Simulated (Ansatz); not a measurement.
# H4O3Sn: molecular dynamics

The plan is to follow the molecule's vibrations and see whether its bonds hold. The start is relaxed first. Runs: 300 steps of 0.25 fs under a Langevin thermostat at 700 K. SMILES of the start: [OH][SnH]([OH])[OH].

All numbers below are computed with Ansatz 0.2.0 (RKS B3LYP/def2-SVP).

### Step 1. The system as given

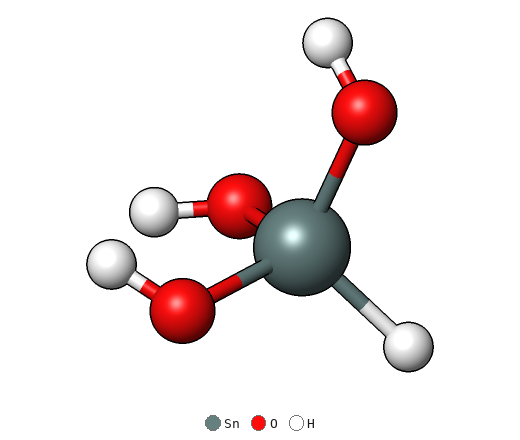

The starting structure, seen from a free direction (tin teal, oxygen red, hydrogen white).

Coordinates:

```xyz
8

Sn    0.0000    0.0000    0.0000
O     0.0000    0.0000    1.9600
H    -0.9095   -0.2814    2.2971
H     1.6408    0.0000   -0.5794
O    -0.9232    1.5994   -0.6527
H    -1.8810    1.3686   -0.8751
O    -0.9232   -1.5994   -0.6527
H    -1.3778   -2.0650    0.1197
```

### Step 2. Preparing the start

Input file input.yaml:

```yaml
crystal:
  periodic: [false, false, false]
  atoms:
    - { symbol: Sn, position_ang: [0.0, 0.0, 0.0] }
    - { symbol: O, position_ang: [0.0, 0.0, 1.96] }
    - { symbol: H, position_ang: [-0.9095, -0.2814, 2.2971] }
    - { symbol: H, position_ang: [1.6408, 0.0, -0.5794] }
    - { symbol: O, position_ang: [-0.9232, 1.5994, -0.6527] }
    - { symbol: H, position_ang: [-1.881, 1.3686, -0.8751] }
    - { symbol: O, position_ang: [-0.9232, -1.5994, -0.6527] }
    - { symbol: H, position_ang: [-1.3778, -2.065, 0.1197] }
basis:
  gaussian: { orbitals: def2-SVP }
hamiltonian:
  xc: b3lyp
relax:
  f_tol: 0.02
  max_steps: 40
```

On the command line:

```
$ ansatz run input.yaml --threads 1 --pin off --max-ram 2048MiB --backend cpu --events-out ev --progress --plain --runs-dir out
```

The program printed (excerpt; [...] marks lines left out):

```text
Warning: RAYON_NUM_THREADS=1 ignored (pool sized by the plan → 1); use --threads N
[...]
Functional definition: B3LYP
[...]
1007 factors; integrals over basis functions are off by at most 3.5e-4 eV
[...]
mean field -12035.02798043 eV, -442.2791206458 hartree, gradient 2.5e-5 eV, S^2 0.000000; 0 other end points of the search recorded, 0 dependent functions left out
[...]
reference -12035.02822826 eV, -442.2791297535 hartree; 25, 25 occupied and 63, 63 virtual orbitals, 1007 factors
relax step   1: F+E_penalty+E_count = -12035.02798043 eV  Δ(F+E_penalty+E_count) = +0.000e0 eV  max|allowed force component| = 2.195e0 eV/Å  Δτ_max = 0.0000 Å  (25 SCF iters, accepted)
[...]
relax step   5: F+E_penalty+E_count = -12035.21888637 eV  Δ(F+E_penalty+E_count) = +3.408e-2 eV  max|allowed force component| = 8.752e-1 eV/Å  Δτ_max = 0.1043 Å  (30 SCF iters, rejected (line search))
[...]
relax step   9: F+E_penalty+E_count = -12035.28399820 eV  Δ(F+E_penalty+E_count) = -1.036e-3 eV  max|allowed force component| = 1.736e-1 eV/Å  Δτ_max = 0.0807 Å  (29 SCF iters, accepted)
[...]
relax step  13: F+E_penalty+E_count = -12035.28648229 eV  Δ(F+E_penalty+E_count) = -1.805e-4 eV  max|allowed force component| = 1.296e-2 eV/Å  Δτ_max = 0.0181 Å  (24 SCF iters, accepted)
[...]
relax step  16: F+E_penalty+E_count = -12035.28658319 eV  Δ(F+E_penalty+E_count) = -3.820e-5 eV  max|allowed force component| = 2.171e-2 eV/Å  Δτ_max = 0.0045 Å  (24 SCF iters, accepted)
[...]
relax step  17: F+E_penalty+E_count = -12035.28661067 eV  Δ(F+E_penalty+E_count) = -2.748e-5 eV  max|allowed force component| = 6.283e-4 eV/Å  Δτ_max = 0.0041 Å  (23 SCF iters, accepted)
1007 factors; integrals over basis functions are off by at most 3.4e-4 eV
[...]
mean field -12035.28661067 eV, -442.2886251317 hartree, gradient 5.5e-6 eV, S^2 0.000000; 1 other end points of the search recorded, 0 dependent functions left out
[...]
reference -12035.28685266 eV, -442.2886340250 hartree; 25, 25 occupied and 63, 63 virtual orbitals, 1007 factors
Total energy: -12035.28685266 eV, -442.2886340250 hartree
Atom 0 at     0.000217    -0.083440     0.021553 Å, force    -0.000288    -0.000344    -0.000628 eV/Å
Atom 1 at    -0.110028    -0.308160     1.994309 Å, force    -0.000082    -0.000487    -0.000263 eV/Å
Atom 2 at    -0.697421     0.357762     2.381572 Å, force    -0.000115     0.000590     0.000327 eV/Å
Atom 3 at     1.615350     0.027367    -0.513130 Å, force     0.000140     0.000185     0.000082 eV/Å
Atom 4 at    -1.046637     1.543692    -0.437948 Å, force     0.000184    -0.000406     0.000079 eV/Å
Atom 5 at    -1.850336     1.306181    -0.923911 Å, force    -0.000187     0.000283     0.000226 eV/Å
Atom 6 at    -0.946142    -1.630107    -0.795369 Å, force     0.000560     0.000012    -0.000104 eV/Å
Atom 7 at    -1.338902    -2.191096    -0.110176 Å, force    -0.000213     0.000167     0.000282 eV/Å
Dipole moment:    -0.146127    -0.013019     0.047323 e Å
```

It took 55 s on 1 thread of Arm Neoverse V2, shared host; peak memory 0.18 GiB.

Step by step:

| step | energy from step 1 (eV) | largest force component (eV/Å) |
| --- | --- | --- |
| 1 | 0.0000 | 2.1948 |
| 2 | -0.1571 | 1.7506 |
| 3 | -0.1720 | 1.8983 |
| 4 | -0.2250 | 0.2516 |
| 5x | -0.1909 | 0.8752 |
| 6 | -0.2482 | 0.0431 |
| 7 | -0.2544 | 0.0849 |
| 8 | -0.2550 | 0.1639 |
| 9 | -0.2560 | 0.1736 |
| 10x | -0.0283 | 2.5701 |
| 11 | -0.2583 | 0.0140 |
| 12x | -0.2583 | 0.0823 |
| 13 | -0.2585 | 0.0130 |
| 14x | -0.2561 | 0.2518 |
| 15 | -0.2586 | 0.0325 |
| 16 | -0.2586 | 0.0217 |
| 17 | -0.2586 | 0.0006 |

Step 1 is the start. 4 steps were tried and not accepted (5, 10, 12, 14; marked x where the table lists them).

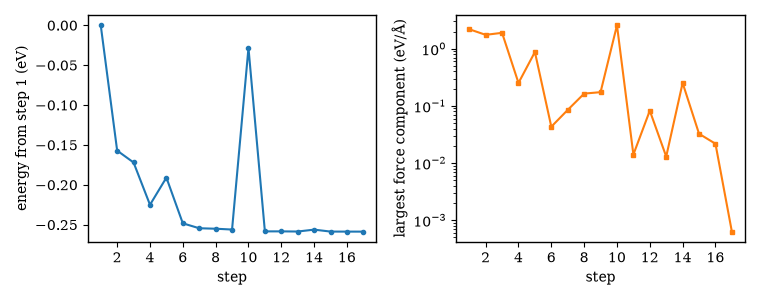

Energy and largest force along the relaxation.

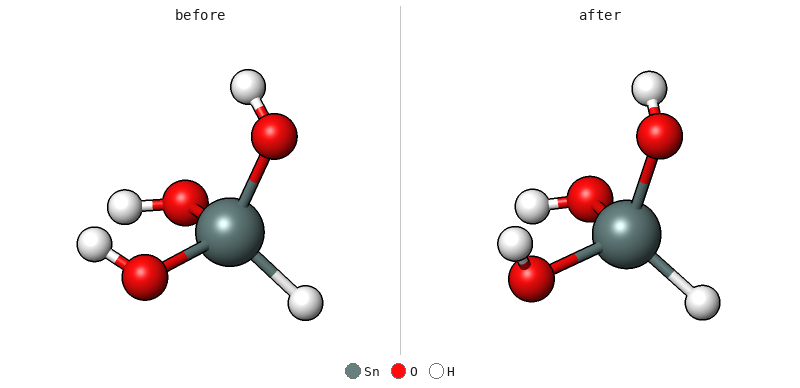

The structure before (left) and after (right), drawn at the same scale.

After: Bond lengths: Sn1–O2 1.989 Å, O2–H3 0.969 Å, Sn1–H4 1.705 Å, Sn1–O5 1.989 Å, O5–H6 0.969 Å, Sn1–O7 1.989 Å, O7–H8 0.969 Å. Angles: Sn1–O2–H3 110.6°, O2–Sn1–H4 111.8°, O2–Sn1–O5 107.0°, O2–Sn1–O7 107.1°, H4–Sn1–O5 111.9°, H4–Sn1–O7 111.9°, O5–Sn1–O7 106.9°, Sn1–O5–H6 110.6°, Sn1–O7–H8 110.7°.

### Step 3. Dynamics

300 steps of 0.25 fs under a Langevin thermostat at 700 K, from the relaxed start.

Input file input.yaml:

```yaml
crystal:
  periodic: [false, false, false]
  atoms:
    - { symbol: Sn, position_ang: [0.000217, -0.08344, 0.021553] }
    - { symbol: O, position_ang: [-0.110028, -0.30816, 1.994309] }
    - { symbol: H, position_ang: [-0.697421, 0.357762, 2.381572] }
    - { symbol: H, position_ang: [1.61535, 0.027367, -0.51313] }
    - { symbol: O, position_ang: [-1.046637, 1.543692, -0.437948] }
    - { symbol: H, position_ang: [-1.850336, 1.306181, -0.923911] }
    - { symbol: O, position_ang: [-0.946142, -1.630107, -0.795369] }
    - { symbol: H, position_ang: [-1.338902, -2.191096, -0.110176] }
basis:
  gaussian: { orbitals: def2-SVP }
hamiltonian:
  xc: b3lyp
md:
  timestep: 0.25
  n_steps: 300
  ensemble: nvt_langevin
  temperature: 700.0
  initial_velocities: maxwell_boltzmann
  seed: 34262
  friction: 0.001
```

On the command line:

```
$ ansatz run input.yaml --threads 1 --pin off --max-ram 2048MiB --backend cpu --events-out ev --progress --plain --runs-dir out
```

The program printed (excerpt; [...] marks lines left out):

```text
Warning: RAYON_NUM_THREADS=1 ignored (pool sized by the plan → 1); use --threads N
[...]
[... 1 set-up line as earlier in the session ...]
[...]
1005 factors; integrals over basis functions are off by at most 3.3e-4 eV
[...]
mean field -12035.28659045 eV, -442.2886243887 hartree, gradient 1.4e-6 eV, S^2 0.000000; 0 other end points of the search recorded, 0 dependent functions left out
[...]
reference -12035.28683196 eV, -442.2886332641 hartree; 25, 25 occupied and 63, 63 virtual orbitals, 1005 factors
md step     0: t =     0.00 fs  T =   612.5 K  F+E_penalty+E_count = -12035.28659045 eV  E_kin = 0.633374 eV  (26 SCF iters)
[...]
md step    22: t =     5.50 fs  T =   354.6 K  F+E_penalty+E_count = -12035.05392135 eV  E_kin = 0.366658 eV  (26 SCF iters)
[...]
md step    44: t =    11.00 fs  T =   342.4 K  F+E_penalty+E_count = -12035.02787117 eV  E_kin = 0.354051 eV  (26 SCF iters)
[...]
md step    66: t =    16.50 fs  T =   388.4 K  F+E_penalty+E_count = -12035.12160678 eV  E_kin = 0.401638 eV  (32 SCF iters)
[...]
md step    88: t =    22.00 fs  T =   334.7 K  F+E_penalty+E_count = -12035.05618880 eV  E_kin = 0.346085 eV  (32 SCF iters)
md step    89: t =    22.25 fs  T =   336.0 K  F+E_penalty+E_count = -12035.05186114 eV  E_kin = 0.347490 eV  (32 SCF iters)
```

### Step 4. The log goes on: dynamics from the start

Output, continued (excerpt; [...] marks lines left out):

```text
md step    90: t =    22.50 fs  T =   332.6 K  F+E_penalty+E_count = -12035.04863355 eV  E_kin = 0.343943 eV  (31 SCF iters)
[...]
md step   119: t =    29.75 fs  T =   354.1 K  F+E_penalty+E_count = -12035.05452747 eV  E_kin = 0.366183 eV  (32 SCF iters)
[...]
md step   148: t =    37.00 fs  T =   349.7 K  F+E_penalty+E_count = -12035.04093611 eV  E_kin = 0.361607 eV  (33 SCF iters)
[...]
md step   177: t =    44.25 fs  T =   351.0 K  F+E_penalty+E_count = -12035.03447229 eV  E_kin = 0.362965 eV  (26 SCF iters)
[...]
md step   206: t =    51.50 fs  T =   375.8 K  F+E_penalty+E_count = -12035.06162311 eV  E_kin = 0.388577 eV  (26 SCF iters)
md step   207: t =    51.75 fs  T =   375.1 K  F+E_penalty+E_count = -12035.06818161 eV  E_kin = 0.387846 eV  (26 SCF iters)
```

### Step 5. The output, continued: dynamics from the start

Output, continued (excerpt; [...] marks lines left out):

```text
md step   208: t =    52.00 fs  T =   381.8 K  F+E_penalty+E_count = -12035.07261565 eV  E_kin = 0.394765 eV  (26 SCF iters)
[...]
md step   231: t =    57.75 fs  T =   322.2 K  F+E_penalty+E_count = -12035.01308054 eV  E_kin = 0.333193 eV  (27 SCF iters)
[...]
md step   254: t =    63.50 fs  T =   247.2 K  F+E_penalty+E_count = -12034.97871249 eV  E_kin = 0.255654 eV  (32 SCF iters)
[...]
md step   277: t =    69.25 fs  T =   208.6 K  F+E_penalty+E_count = -12034.93740182 eV  E_kin = 0.215728 eV  (27 SCF iters)
[...]
md step   299: t =    74.75 fs  T =   180.5 K  F+E_penalty+E_count = -12034.93146662 eV  E_kin = 0.186642 eV  (24 SCF iters)
[...]
md step   300: t =    75.00 fs  T =   181.4 K  F+E_penalty+E_count = -12034.93589601 eV  E_kin = 0.187584 eV  (29 SCF iters)
Total energy: -12034.93614129 eV, -442.2757456198 hartree
Atom 0 at    -0.014386    -0.150024     0.016328 Å, force     0.768035     0.288807     0.421651 eV/Å
Atom 1 at    -0.346423    -0.208877     2.026126 Å, force     0.150850     0.145691    -0.448925 eV/Å
Atom 2 at    -0.650099     0.587842     2.513046 Å, force     0.230308    -0.385767    -0.781588 eV/Å
Atom 3 at     1.683196    -0.461811    -0.591837 Å, force    -1.081890     0.208963     0.683472 eV/Å
Atom 4 at    -0.631084     1.666334    -0.612789 Å, force    -0.224840    -0.576150     0.063564 eV/Å
Atom 5 at     0.070651     2.326176    -0.545961 Å, force     0.157608     0.020116    -0.005557 eV/Å
Atom 6 at    -1.014658    -1.696372    -0.720538 Å, force     0.212888     0.093452     0.057363 eV/Å
Atom 7 at    -1.831702    -1.519941    -1.198902 Å, force    -0.212959     0.204888     0.010020 eV/Å
Dipole moment:     0.155922     0.473442    -0.101063 e Å
```

Run time: 16 min. Hardware: 1 thread of Arm Neoverse V2, shared host; peak memory 0.18 GiB.

### Step 6. Frames and traces

One step in 16; energies are changes from step 0:

| time (fs) | T (K) | potential energy change (meV/atom) |
| --- | --- | --- |
| 0.0 | 612 | 0.0 |
| 4.0 | 417 | 20.7 |
| 8.0 | 343 | 31.0 |
| 12.0 | 317 | 34.1 |
| 16.0 | 365 | 23.6 |
| 20.0 | 367 | 22.6 |
| 24.0 | 356 | 28.4 |
| 28.0 | 408 | 22.8 |
| 32.0 | 343 | 31.4 |
| 36.0 | 379 | 26.9 |
| 40.0 | 314 | 39.0 |
| 44.0 | 346 | 31.2 |
| 48.0 | 254 | 43.1 |
| 52.0 | 382 | 26.7 |
| 56.0 | 328 | 31.3 |
| 60.0 | 342 | 30.8 |
| 64.0 | 229 | 41.2 |
| 68.0 | 174 | 47.5 |
| 72.0 | 191 | 45.3 |
| 75.0 | 181 | 43.8 |

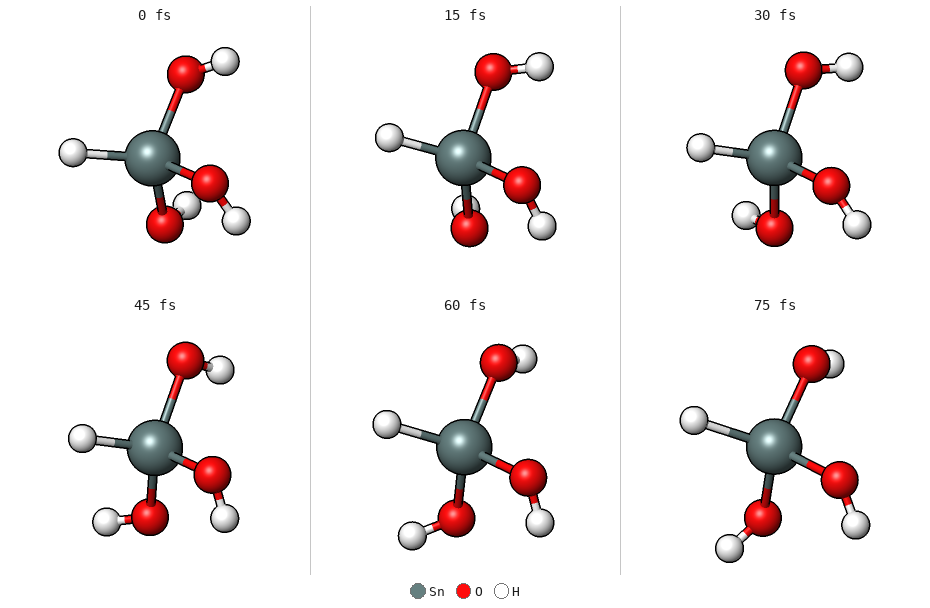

Six frames of the run, seen from a free direction. Sticks join atoms within a bonding distance in each frame.

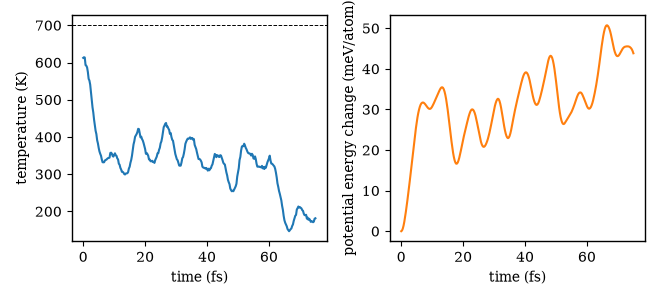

Time series of the run, each on its own scale. The dashed line is the set temperature.

### Step 7. Snapshots as a file

Extended XYZ, with forces in eV/Å:

```xyz
8
time_fs=9.5 T=349 dE=0.2417
Sn   -0.014   -0.093    0.021    0.502   -0.161    0.027
O    -0.109   -0.319    2.062    0.045    0.273   -1.676
H    -0.666    0.462    2.157   -0.384    0.372    0.995
H     1.568   -0.214   -0.654   -0.093    0.266    0.198
O    -1.000    1.613   -0.465    0.317   -0.577    0.345
H    -1.583    1.447   -1.222    0.003   -0.040    0.044
O    -0.900   -1.663   -0.809   -0.302    0.008    0.215
H    -1.473   -2.066   -0.138   -0.088   -0.140   -0.149
8
time_fs=18.8 T=401 dE=0.1447
Sn   -0.022   -0.105    0.022    0.297    0.311    0.281
O    -0.127   -0.294    2.053    0.353   -0.313   -1.325
H    -0.619    0.415    2.469   -0.298    0.475    0.114
H     1.583   -0.265   -0.676   -0.454    0.223    0.419
O    -0.941    1.646   -0.491    0.262   -0.775    0.218
H    -1.266    1.589   -1.407    0.059   -0.028    0.166
O    -0.876   -1.695   -0.818   -0.223    0.099    0.186
H    -1.621   -2.032   -0.297    0.003    0.007   -0.059
8
time_fs=28.0 T=408 dE=0.1821
Sn   -0.029   -0.110    0.024   -0.627    0.251    0.289
O    -0.156   -0.269    1.990    0.645   -1.106   -0.765
H    -0.539    0.307    2.634   -0.575    0.950    0.303
H     1.558   -0.154   -0.506    0.522   -0.107   -0.090
O    -0.868    1.642   -0.505   -0.027   -0.393   -0.047
H    -0.878    1.711   -1.475   -0.035    0.036    0.174
O    -0.863   -1.724   -0.805   -0.205    0.172    0.119
H    -1.764   -1.950   -0.514    0.302    0.197    0.016
8
time_fs=37.5 T=341 dE=0.2593
Sn   -0.040   -0.113    0.028    1.894   -0.298   -1.399
O    -0.178   -0.268    1.929   -0.059   -0.745    1.241
H    -0.515    0.430    2.482   -0.302    0.607    0.220
H     1.741   -0.100   -0.311   -1.115   -0.182    0.006
O    -0.795    1.626   -0.519   -0.420    0.286   -0.087
H    -0.499    1.884   -1.403   -0.016    0.006   -0.011
O    -0.864   -1.744   -0.780   -0.357    0.367    0.049
H    -1.836   -1.731   -0.680    0.376   -0.041   -0.018
8
time_fs=47.0 T=278 dE=0.3223
Sn   -0.040   -0.119    0.020    0.278   -0.880   -0.463
O    -0.212   -0.286    1.950   -0.538    0.474    0.825
H    -0.534    0.586    2.225   -0.065   -0.083    0.541
H     1.564   -0.229   -0.235    1.420   -0.096   -0.510
O    -0.739    1.626   -0.541   -0.497    0.556   -0.178
H    -0.177    2.049   -1.207   -0.058   -0.070    0.048
O    -0.876   -1.749   -0.750   -0.751    0.606   -0.163
H    -1.822   -1.512   -0.829    0.211   -0.509   -0.099
8
time_fs=56.2 T=320 dE=0.2549
Sn   -0.032   -0.128    0.010    1.681   -0.711    0.549
O    -0.260   -0.278    2.020   -0.200    0.830   -0.760
H    -0.572    0.615    2.273    0.092   -0.450    0.211
H     1.724   -0.387   -0.427   -1.161    0.273    0.269
O    -0.709    1.653   -0.570   -0.215   -0.169    0.093
H     0.040    2.128   -0.951    0.073    0.212   -0.144
O    -0.915   -1.727   -0.728   -0.356   -0.013   -0.335
H    -1.824   -1.605   -1.044    0.085    0.028    0.118
8
time_fs=65.5 T=165 dE=0.3923
Sn   -0.020   -0.140    0.007   -1.899    0.511    1.772
O    -0.313   -0.244    2.055    0.155    0.348   -0.986
H    -0.616    0.571    2.511    0.191   -0.436   -0.686
H     1.479   -0.419   -0.534    1.566   -0.203   -0.250
O    -0.674    1.675   -0.597   -0.069   -0.623    0.173
H     0.111    2.228   -0.702    0.091    0.201   -0.096
O    -0.967   -1.712   -0.723   -0.165   -0.112   -0.207
H    -1.806   -1.681   -1.206    0.129    0.314    0.281
8
time_fs=75.0 T=181 dE=0.3507
Sn   -0.014   -0.150    0.016    0.768    0.289    0.422
O    -0.346   -0.209    2.026    0.151    0.146   -0.449
H    -0.650    0.588    2.513    0.230   -0.386   -0.782
H     1.683   -0.462   -0.592   -1.082    0.209    0.683
O    -0.631    1.666   -0.613   -0.225   -0.576    0.064
H     0.071    2.326   -0.546    0.158    0.020   -0.006
O    -1.015   -1.696   -0.721    0.213    0.093    0.057
H    -1.832   -1.520   -1.199   -0.213    0.205    0.010
```

### Step 8. Summary of results

| quantity | value |
| --- | --- |
| relaxation of the start | 12 moves, 0.259 eV lower |
| length | 300 steps of 0.25 fs |
| temperature, first and last step | 612 and 181 K |
| temperature, second half | mean 281 K, from 147 to 382 K |
| potential energy, second half | +38 meV/atom from the start |
| bonds formed or broken | 0 |

In words: Against a set 700 K the second half averages 281 K, going from 341 to 181 K over that half; 38 meV/atom has gone into potential energy, and a thermostat that acts over some 1000 fs has not made it up in 75 fs. No bond forms or breaks. A run of 75 fs with 8 atoms shows the motion but fixes no equilibrium value. The nuclei move classically, without zero-point motion, which matters most for hydrogen.
